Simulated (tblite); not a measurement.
**Geometry relaxation of Si4NH9Br (part 4 of 4)**

Continued. System: Si4NH9Br, multiplicity 2. Method: GFN2-xTB geometry optimisation, gas phase (tblite 0.8.0). It belongs to a series of runs on one base structure; here: H removed from N.

Geometry of the input (Å):
```
N  -2.3094  0.6743  0.8773
Si -1.3588  -0.5536  0.0601
Si -0.6947  -0.0062  -2.0855
Si 0.6254  -0.9682  1.1779
Si 1.8029  0.9832  1.3568
Br 3.8499  0.5379  2.1213
H  -3.2044  0.7636  0.3650
H  -2.1691  -1.7945  0.0365
H  0.1825  1.1945  -2.0977
H  -1.8698  0.2440  -2.9841
H  0.0826  -1.1208  -2.6825
H  1.4142  -1.9851  0.4160
H  0.3942  -1.5796  2.5447
H  1.2334  1.9844  2.2871
H  2.0168  1.6342  0.0238
```

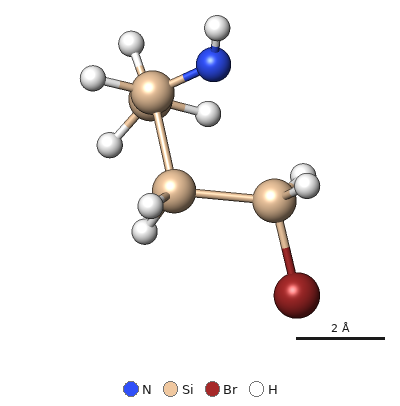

*The geometry at step 124 of the log (ball-and-stick view, seen at a tilt).*

Trajectory as extended XYZ, continued
```
15
Properties=species:S:1:pos:R:3:forces:R:3 step=108 energy=-503.21112
N    -1.7748    0.9092    0.6773    0.0050  -0.0030  -0.0010
Si   -1.4694   -0.5212   -0.0616    0.0000   0.0050  -0.0020
Si   -0.6671   -0.2288   -2.2420   -0.0030  -0.0040  -0.0110
Si    0.5721   -0.9879    1.0553    0.0060  -0.0020   0.0020
Si    1.5472    1.0529    1.5203    0.0030  -0.0020   0.0000
Br    3.7216    0.7133    1.9466    0.0010   0.0090  -0.0020
H    -2.6581    1.1986    1.0645    0.0030  -0.0060  -0.0090
H    -2.3298   -1.7240   -0.0337    0.0040  -0.0020  -0.0040
H     0.2028    0.9405   -2.3371   -0.0120  -0.0090   0.0000
H    -1.7900   -0.0743   -3.1632   -0.0090   0.0150  -0.0020
H     0.1127   -1.4005   -2.6509    0.0000  -0.0030   0.0130
H     1.4338   -1.8428    0.2222    0.0010   0.0000   0.0120
H     0.3486   -1.7730    2.2773   -0.0080   0.0020  -0.0110
H     1.1259    1.7475    2.7304    0.0020   0.0010   0.0070
H     1.6202    1.9986    0.4115    0.0070  -0.0010   0.0070
15
Properties=species:S:1:pos:R:3:forces:R:3 step=111 energy=-503.21130
N    -1.7635    0.9195    0.6719    0.0000  -0.0060   0.0010
Si   -1.4675   -0.5161   -0.0606    0.0010   0.0000  -0.0070
Si   -0.6682   -0.2363   -2.2445   -0.0180  -0.0070   0.0040
Si    0.5757   -0.9894    1.0508   -0.0110   0.0130  -0.0040
Si    1.5414    1.0519    1.5303   -0.0020   0.0030   0.0100
Br    3.7203    0.7221    1.9384    0.0100   0.0060   0.0010
H    -2.6464    1.2164    1.0545    0.0040  -0.0040  -0.0060
H    -2.3346   -1.7146   -0.0279    0.0070   0.0050  -0.0020
H     0.2028    0.9299   -2.3496   -0.0010   0.0040   0.0010
H    -1.7926   -0.0848   -3.1640   -0.0090   0.0100  -0.0050
H     0.1088   -1.4133   -2.6405    0.0050  -0.0130   0.0010
H     1.4372   -1.8336    0.2088    0.0150  -0.0110   0.0000
H     0.3570   -1.7861    2.2651   -0.0120  -0.0040   0.0040
H     1.1231    1.7311    2.7504    0.0030  -0.0030   0.0080
H     1.6023    2.0113    0.4338    0.0060   0.0040  -0.0060
15
Properties=species:S:1:pos:R:3:forces:R:3 step=114 energy=-503.21170
N    -1.7562    0.9262    0.6641    0.0170   0.0000   0.0000
Si   -1.4679   -0.5131   -0.0638    0.0050  -0.0040  -0.0060
Si   -0.6745   -0.2488   -2.2506   -0.0080  -0.0010   0.0010
Si    0.5783   -0.9842    1.0440   -0.0050   0.0090  -0.0120
Si    1.5424    1.0533    1.5462    0.0000  -0.0020   0.0040
Br    3.7274    0.7364    1.9335    0.0080  -0.0030   0.0030
H    -2.6374    1.2263    1.0464   -0.0180   0.0090   0.0050
H    -2.3416   -1.7059   -0.0194    0.0080  -0.0030  -0.0040
H     0.1996    0.9147   -2.3591    0.0050   0.0050  -0.0010
H    -1.7967   -0.0918   -3.1724   -0.0040  -0.0040  -0.0010
H     0.1024   -1.4309   -2.6338   -0.0080  -0.0030  -0.0090
H     1.4431   -1.8208    0.1971    0.0130  -0.0030   0.0010
H     0.3525   -1.7969    2.2457   -0.0080  -0.0020   0.0180
H     1.1320    1.7171    2.7773   -0.0040  -0.0050   0.0130
H     1.5922    2.0263    0.4617    0.0000   0.0080  -0.0140
15
Properties=species:S:1:pos:R:3:forces:R:3 step=116 energy=-503.21180
N    -1.7611    0.9207    0.6677    0.0030   0.0010   0.0030
Si   -1.4676   -0.5148   -0.0660   -0.0010   0.0010   0.0030
Si   -0.6755   -0.2455   -2.2513    0.0050   0.0040  -0.0070
Si    0.5772   -0.9826    1.0459    0.0040   0.0000  -0.0020
Si    1.5468    1.0548    1.5424    0.0010  -0.0060  -0.0030
Br    3.7302    0.7332    1.9381   -0.0010  -0.0020   0.0010
H    -2.6440    1.2137    1.0528   -0.0030   0.0070  -0.0010
H    -2.3388   -1.7093   -0.0250    0.0070  -0.0070  -0.0030
H     0.1986    0.9193   -2.3546   -0.0010  -0.0060  -0.0030
H    -1.7965   -0.0857   -3.1743   -0.0020  -0.0040   0.0020
H     0.1015   -1.4271   -2.6371   -0.0110   0.0050  -0.0080
H     1.4433   -1.8262    0.2058    0.0040   0.0040   0.0080
H     0.3439   -1.7897    2.2512   -0.0020   0.0080   0.0040
H     1.1344    1.7254    2.7694   -0.0020  -0.0050   0.0080
H     1.6033    2.0219    0.4519   -0.0010   0.0010  -0.0020
15
Properties=species:S:1:pos:R:3:forces:R:3 step=119 energy=-503.21189
N    -1.7619    0.9188    0.6709   -0.0120  -0.0060   0.0020
Si   -1.4666   -0.5148   -0.0661    0.0010   0.0030   0.0000
Si   -0.6755   -0.2420   -2.2520   -0.0080  -0.0010   0.0060
Si    0.5774   -0.9829    1.0470   -0.0050   0.0010   0.0080
Si    1.5476    1.0546    1.5399    0.0000   0.0070   0.0040
Br    3.7301    0.7315    1.9398   -0.0010  -0.0010   0.0010
H    -2.6463    1.2090    1.0556    0.0100   0.0050  -0.0050
H    -2.3348   -1.7122   -0.0301    0.0070  -0.0010   0.0000
H     0.1991    0.9214   -2.3568    0.0070   0.0050  -0.0030
H    -1.7971   -0.0832   -3.1740   -0.0060  -0.0010  -0.0010
H     0.0988   -1.4248   -2.6370   -0.0010  -0.0050  -0.0120
H     1.4437   -1.8293    0.2108    0.0070  -0.0020   0.0050
H     0.3405   -1.7844    2.2558    0.0010   0.0090  -0.0050
H     1.1334    1.7270    2.7662    0.0030  -0.0090  -0.0060
H     1.6072    2.0194    0.4469   -0.0020  -0.0040   0.0070
15
Properties=species:S:1:pos:R:3:forces:R:3 step=122 energy=-503.21217
N    -1.7535    0.9276    0.6664   -0.0210   0.0110   0.0070
Si   -1.4655   -0.5089   -0.0669    0.0180  -0.0140  -0.0190
Si   -0.6817   -0.2515   -2.2584   -0.0110  -0.0080   0.0110
Si    0.5811   -0.9786    1.0404   -0.0070   0.0000   0.0070
Si    1.5466    1.0544    1.5558    0.0030   0.0200   0.0030
Br    3.7345    0.7435    1.9343    0.0020  -0.0070   0.0010
H    -2.6378    1.2276    1.0437    0.0120   0.0020  -0.0030
H    -2.3329   -1.7067   -0.0265   -0.0010   0.0010   0.0040
H     0.1995    0.9053   -2.3736    0.0090   0.0120  -0.0030
H    -1.8045   -0.0959   -3.1793   -0.0100   0.0040   0.0020
H     0.0831   -1.4420   -2.6372    0.0060  -0.0100  -0.0130
H     1.4561   -1.8148    0.2036    0.0030  -0.0070   0.0000
H     0.3387   -1.7888    2.2417    0.0030   0.0020   0.0020
H     1.1387    1.7023    2.7975    0.0010  -0.0030  -0.0120
H     1.5930    2.0344    0.4755   -0.0060  -0.0020   0.0150
15
Properties=species:S:1:pos:R:3:forces:R:3 step=124 energy=-503.21228
N    -1.7505    0.9323    0.6625   -0.0030   0.0030  -0.0040
Si   -1.4647   -0.5065   -0.0672    0.0100  -0.0050  -0.0050
Si   -0.6841   -0.2573   -2.2599    0.0050  -0.0030  -0.0060
Si    0.5826   -0.9772    1.0376    0.0040   0.0010   0.0020
Si    1.5457    1.0550    1.5626    0.0010   0.0010  -0.0020
Br    3.7357    0.7472    1.9309    0.0010  -0.0070   0.0010
H    -2.6341    1.2393    1.0352    0.0020  -0.0020   0.0010
H    -2.3337   -1.7029   -0.0220   -0.0030  -0.0010   0.0030
H     0.1992    0.8989   -2.3763   -0.0020  -0.0020  -0.0050
H    -1.8079   -0.1026   -3.1803   -0.0060   0.0070   0.0060
H     0.0782   -1.4499   -2.6398    0.0000   0.0000  -0.0070
H     1.4622   -1.8078    0.1993   -0.0040  -0.0030   0.0010
H     0.3418   -1.7937    2.2347    0.0010   0.0000   0.0080
H     1.1404    1.6914    2.8102   -0.0020   0.0050   0.0000
H     1.5849    2.0418    0.4894   -0.0050   0.0060   0.0070
15
Properties=species:S:1:pos:R:3:forces:R:3 step=127 energy=-503.21238
N    -1.7510    0.9330    0.6607    0.0150  -0.0100  -0.0160
Si   -1.4621   -0.5059   -0.0684   -0.0130   0.0070   0.0170
Si   -0.6845   -0.2588   -2.2619    0.0050   0.0020  -0.0090
Si    0.5839   -0.9768    1.0378    0.0050   0.0010   0.0040
Si    1.5462    1.0558    1.5640   -0.0030  -0.0150   0.0070
Br    3.7361    0.7445    1.9305   -0.0030  -0.0020  -0.0010
H    -2.6346    1.2424    1.0312   -0.0010  -0.0100   0.0000
H    -2.3322   -1.7021   -0.0214    0.0030   0.0030   0.0010
H     0.1994    0.8974   -2.3786   -0.0070  -0.0110  -0.0080
H    -1.8118   -0.1029   -3.1784    0.0030   0.0060   0.0080
H     0.0753   -1.4531   -2.6420   -0.0010   0.0060  -0.0080
H     1.4646   -1.8069    0.2000   -0.0050  -0.0020   0.0020
H     0.3440   -1.7936    2.2353    0.0010   0.0040   0.0020
H     1.1400    1.6887    2.8129    0.0000   0.0070   0.0060
H     1.5822    2.0463    0.4951    0.0010   0.0130  -0.0050
15
Properties=species:S:1:pos:R:3:forces:R:3 step=129 energy=-503.21253
N    -1.7521    0.9330    0.6566    0.0180  -0.0010  -0.0130
Si   -1.4587   -0.5058   -0.0707   -0.0200   0.0070   0.0150
Si   -0.6865   -0.2609   -2.2674   -0.0080   0.0010   0.0110
Si    0.5864   -0.9737    1.0383   -0.0070  -0.0060   0.0020
Si    1.5492    1.0565    1.5690   -0.0060  -0.0020   0.0130
Br    3.7396    0.7432    1.9315   -0.0060   0.0020  -0.0030
H    -2.6354    1.2426    1.0278    0.0040  -0.0180  -0.0060
H    -2.3281   -1.7030   -0.0223    0.0080   0.0040   0.0000
H     0.1998    0.8924   -2.3887    0.0000  -0.0050  -0.0080
H    -1.8190   -0.1011   -3.1766    0.0050   0.0030   0.0040
H     0.0671   -1.4588   -2.6468    0.0020   0.0020  -0.0150
H     1.4684   -1.8046    0.2028   -0.0040  -0.0040   0.0020
H     0.3414   -1.7886    2.2364    0.0050   0.0040  -0.0030
H     1.1431    1.6834    2.8213    0.0050   0.0050   0.0040
H     1.5805    2.0534    0.5057    0.0070   0.0080  -0.0030
15
Properties=species:S:1:pos:R:3:forces:R:3 step=132 energy=-503.21285
N    -1.7496    0.9375    0.6431    0.0010   0.0180   0.0090
Si   -1.4552   -0.5061   -0.0728    0.0080  -0.0030  -0.0230
Si   -0.6926   -0.2700   -2.2758   -0.0110  -0.0030   0.0240
Si    0.5905   -0.9664    1.0374   -0.0160  -0.0090  -0.0090
Si    1.5535    1.0580    1.5846   -0.0070   0.0280  -0.0080
Br    3.7463    0.7462    1.9311   -0.0040   0.0010  -0.0030
H    -2.6325    1.2453    1.0176    0.0090  -0.0130  -0.0090
H    -2.3221   -1.7038   -0.0191   -0.0020  -0.0060   0.0050
H     0.1986    0.8770   -2.4089    0.0140   0.0090  -0.0010
H    -1.8318   -0.0997   -3.1737   -0.0050  -0.0040  -0.0020
H     0.0507   -1.4716   -2.6632   -0.0030  -0.0010  -0.0100
H     1.4761   -1.7958    0.2044   -0.0040  -0.0060   0.0030
H     0.3360   -1.7813    2.2327    0.0070  -0.0070   0.0050
H     1.1531    1.6694    2.8464    0.0040   0.0050   0.0060
H     1.5747    2.0693    0.5331    0.0090  -0.0090   0.0130
15
Properties=species:S:1:pos:R:3:forces:R:3 step=135 energy=-503.21308
N    -1.7427    0.9426    0.6358    0.0030  -0.0100  -0.0010
Si   -1.4522   -0.5052   -0.0746    0.0030   0.0000  -0.0090
Si   -0.6958   -0.2762   -2.2779    0.0070   0.0080  -0.0140
Si    0.5917   -0.9658    1.0366    0.0030   0.0050   0.0050
Si    1.5511    1.0604    1.5916   -0.0070   0.0030  -0.0020
Br    3.7456    0.7463    1.9283   -0.0080   0.0030  -0.0030
H    -2.6259    1.2504    1.0087    0.0000  -0.0020  -0.0020
H    -2.3187   -1.7034   -0.0154   -0.0030   0.0030   0.0070
H     0.1980    0.8692   -2.4170    0.0060  -0.0030   0.0040
H    -1.8393   -0.1004   -3.1700   -0.0030  -0.0060   0.0010
H     0.0426   -1.4778   -2.6772   -0.0110   0.0060   0.0040
H     1.4804   -1.7945    0.2062   -0.0060  -0.0020   0.0020
H     0.3373   -1.7816    2.2320    0.0050  -0.0030  -0.0010
H     1.1554    1.6630    2.8593    0.0020   0.0020   0.0090
H     1.5682    2.0811    0.5505    0.0080  -0.0040  -0.0020
15
Properties=species:S:1:pos:R:3:forces:R:3 step=137 energy=-503.21317
N    -1.7391    0.9431    0.6351    0.0070  -0.0160  -0.0070
Si   -1.4500   -0.5043   -0.0774   -0.0060   0.0000   0.0100
Si   -0.6965   -0.2764   -2.2806    0.0050   0.0100  -0.0160
Si    0.5920   -0.9661    1.0369    0.0070   0.0070   0.0100
Si    1.5492    1.0615    1.5935   -0.0080  -0.0060   0.0160
Br    3.7445    0.7469    1.9271   -0.0100   0.0040  -0.0040
H    -2.6222    1.2517    1.0071   -0.0020  -0.0010   0.0000
H    -2.3172   -1.7023   -0.0149    0.0010   0.0080   0.0040
H     0.1997    0.8670   -2.4219    0.0020  -0.0040   0.0020
H    -1.8430   -0.1017   -3.1690    0.0000  -0.0010   0.0000
H     0.0381   -1.4798   -2.6799   -0.0050   0.0000   0.0000
H     1.4814   -1.7958    0.2081   -0.0050   0.0010   0.0010
H     0.3378   -1.7822    2.2326    0.0040   0.0020  -0.0060
H     1.1549    1.6608    2.8640    0.0050  -0.0040  -0.0020
H     1.5657    2.0856    0.5563    0.0070   0.0010  -0.0090
15
Properties=species:S:1:pos:R:3:forces:R:3 step=140 energy=-503.21327
N    -1.7363    0.9430    0.6306    0.0030   0.0030   0.0020
Si   -1.4475   -0.5047   -0.0805    0.0050  -0.0040   0.0040
Si   -0.6982   -0.2775   -2.2856   -0.0030  -0.0010   0.0010
Si    0.5934   -0.9634    1.0378   -0.0010   0.0020   0.0000
Si    1.5485    1.0629    1.5999   -0.0010   0.0030   0.0050
Br    3.7449    0.7499    1.9261   -0.0030   0.0000  -0.0010
H    -2.6193    1.2511    1.0035   -0.0020   0.0010   0.0000
H    -2.3157   -1.7008   -0.0127   -0.0020  -0.0030   0.0000
H     0.2016    0.8620   -2.4299    0.0040   0.0040   0.0000
H    -1.8488   -0.1019   -3.1679   -0.0020   0.0040  -0.0060
H     0.0301   -1.4837   -2.6863    0.0000  -0.0060  -0.0030
H     1.4828   -1.7944    0.2107    0.0000   0.0020  -0.0020
H     0.3371   -1.7805    2.2317    0.0010  -0.0020   0.0030
H     1.1581    1.6560    2.8744    0.0010   0.0000  -0.0040
H     1.5649    2.0900    0.5650   -0.0010  -0.0030   0.0000
```

Key numbers

```tsv
quantity	value
outcome	converged
total energy	−503.2133 eV
hardware	1 CPU thread, shared host
wall time	1.2 s
peak memory	0.24 GiB
```
